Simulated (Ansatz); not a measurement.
Base system: CdTe in the zinc blende structure (space group F-43m, No. 216; a = 6.558 Å). Axes: x, y, z lie along the cube axes.

Modification: biaxial strain +0.83 %, plane normal [111], relaxed out of plane (Cartesian); in-plane vectors clamped, the third vector and the atoms free.

Level of theory: r2SCAN (Ansatz, a program for electronic structure, PAW, scalar-relativistic without spin-orbit coupling).

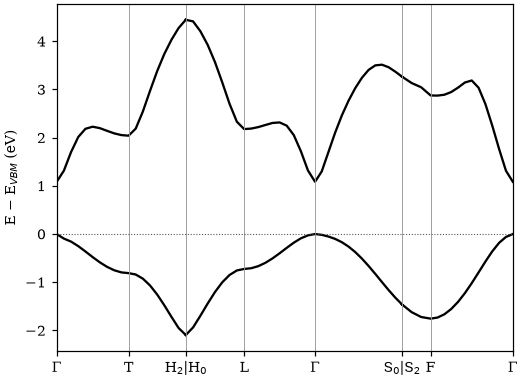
Figure: Highest valence and lowest conduction band along the path of the changed cell's own zone

Task: From the figure, how large is the changed gap, and is it direct?

Result: About 1.1 eV, direct at Γ.

Spin-orbit coupling, missing from the scalar runs, can matter with Te. Stability against distortions was not tested. Labels are those of the standard path for the cell's own space group.
